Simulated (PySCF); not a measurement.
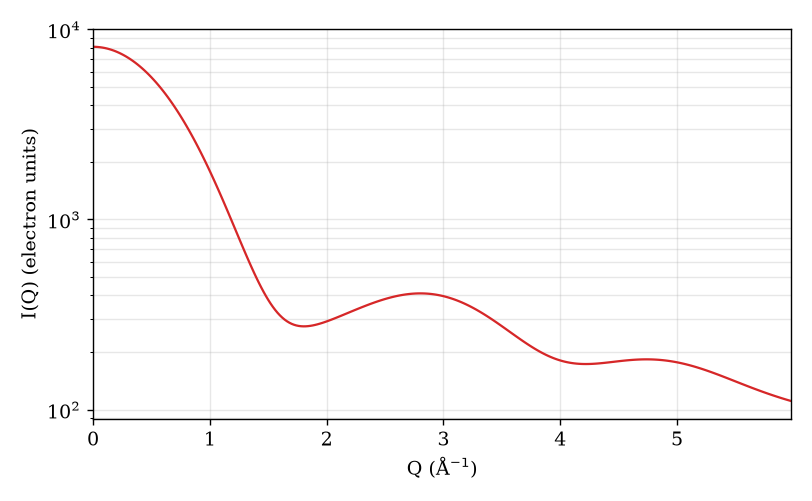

Elastic X-ray scattering of a randomly oriented, rigid molecule, calculated with the Debye equation from neutral-atom form factors (independent atoms, no Compton part, no vibration). The geometry is the end point of an optimisation (PBE0-D3(BJ)/def2-SVP geometry optimisation, gas phase (PySCF)); it may be a saddle point or a higher isomer. It contains N, P, C, F, H.

Question: How many electrons does the independent-atom model of the molecule hold?

Answer: I(0) is the square of the electron number: I(0) = 8100, so about 90 electrons, the count of C2H2F6NP.

Question: What radius of gyration does the initial fall-off give?

Answer: From I(Q) ≈ I(0) exp(−Q²R²/3) at small Q, R ≈ 2.10 Å. It is larger than the electron-weighted radius of the nuclear positions alone (1.99 Å), because each atom's electron cloud adds to it.
